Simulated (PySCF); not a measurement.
```xyz
22

C    -1.8735   -1.0911    0.8555
C    -1.7524   -0.2464   -0.4125
C    -2.4420    1.1019   -0.2183
Si    0.0703   -0.0052   -0.9388
C     0.8214   -1.7205   -1.0482
N     1.3507   -2.7376   -1.0728
C     1.1181    0.9478    0.3176
Si    3.0084    0.7188    0.1461
O     3.4638   -0.7958    0.4801
H    -2.9210   -1.2442    1.1129
H    -1.3912   -0.5982    1.6979
H    -1.4107   -2.0667    0.7181
H    -2.2774   -0.7772   -1.2148
H    -3.4900    0.9631    0.0447
H    -1.9658    1.6649    0.5824
H    -2.3969    1.6965   -1.1284
H     0.1629    0.5386   -2.3014
H     0.8817    2.0077    0.2352
H     0.8313    0.6508    1.3277
H     3.3865    1.1136   -1.2132
H     3.7121    1.4672    1.1791
H     3.1034   -1.5686    0.0485
```

Geometry: GFN2-xTB.

Theory: PBE0/pcSseg-1, SCF density, gas phase, non-relativistic (PySCF 2.14.0).

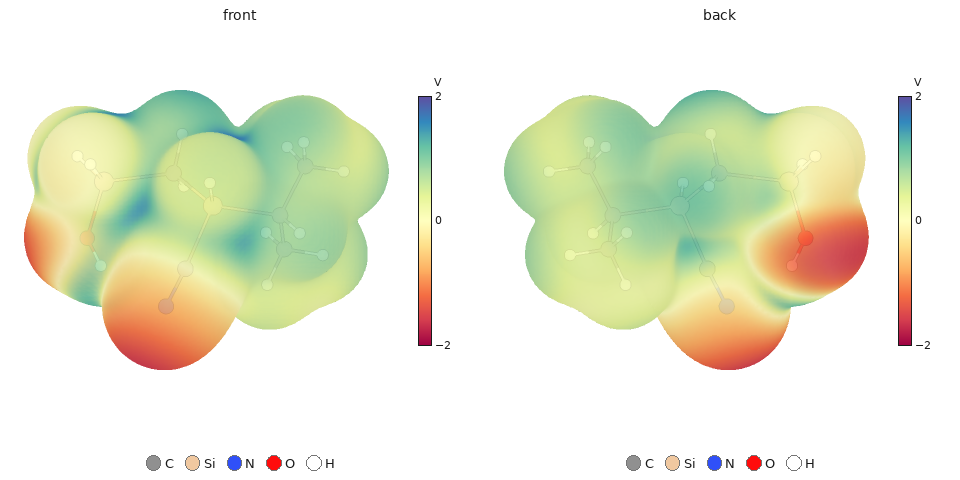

C5H13NOSi2. The molecular electrostatic potential painted on the density surface at 0.002 e/bohr³, seen from the front and from behind; the colour scale runs from red (negative) to blue (positive).

Which sites attract a positive test charge, and which a negative one?

A positive charge is drawn to the negative regions and a negative charge to the positive ones. The most negative region (about −1.6 V) lies over N6 and O9, the most positive (about +1.5 V) over Si4 and Si8.

What dipole moment does the calculation give?

Its dipole moment is 4.59 D.
